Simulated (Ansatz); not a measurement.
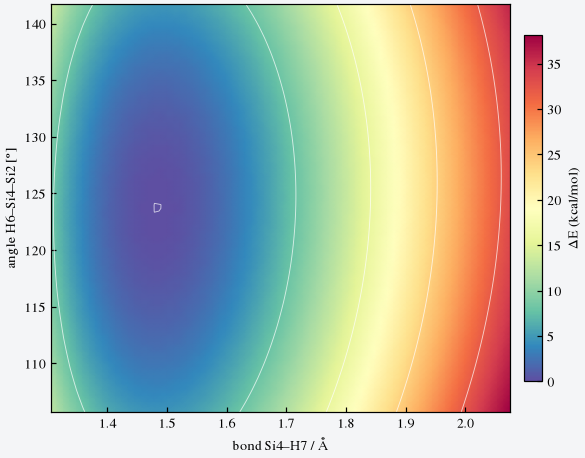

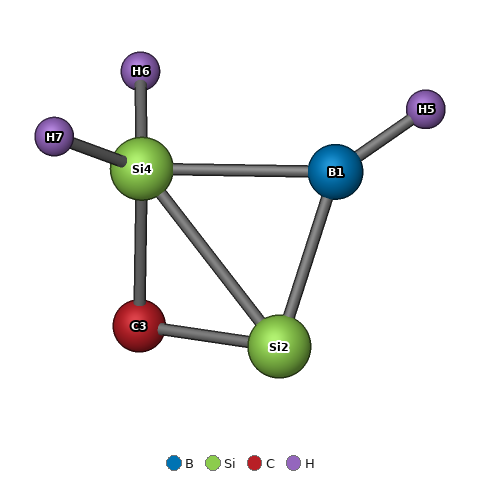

Energy landscape of CH3BSi2. Two internal coordinates are moved rigidly from the geometry relaxed at PBE0-D4/def2-TZVP, all others fixed. The first coordinate is: bond Si4–H7; the second: angle H6–Si4–Si2. The grid has 7 × 7 points. Points are written as (first, second). All energies are given in kcal/mol relative to the lowest grid point. The calculation used RKS PBE0-D4/def2-TZVPP (Ansatz).

In the figure: a smooth colour map with a few white contour lines. Between grid points the surface is interpolated. The second picture is the structure at the lowest point.

Q: Summarise what can be read from the map.

A: The lowest grid point is at (1.490 Å, 123.7°). No other kind of well shows on this grid. The highest grid point, (2.076 Å, 105.7°), lies 38.2 kcal/mol above the lowest. Round the minimum the two coordinates are nearly uncoupled.

Grid values (kcal/mol):

```csv
"angle H6–Si4–Si2 ↓, bond Si4–H7 →",1.305,1.380,1.490,1.618,1.760,1.913,2.076
141.7,14.0,7.7,4.8,7.4,14.5,24.4,35.9
135.7,11.0,4.8,2.1,4.9,12.2,22.3,34.1
129.7,9.2,3.1,0.5,3.5,11.0,21.2,33.2
123.7,8.5,2.5,0.0,3.1,10.7,21.1,33.2
117.7,8.9,3.0,0.5,3.7,11.4,21.9,34.1
111.7,10.4,4.5,2.1,5.3,13.0,23.5,35.7
105.7,12.9,7.0,4.6,7.8,15.6,26.0,38.2
```
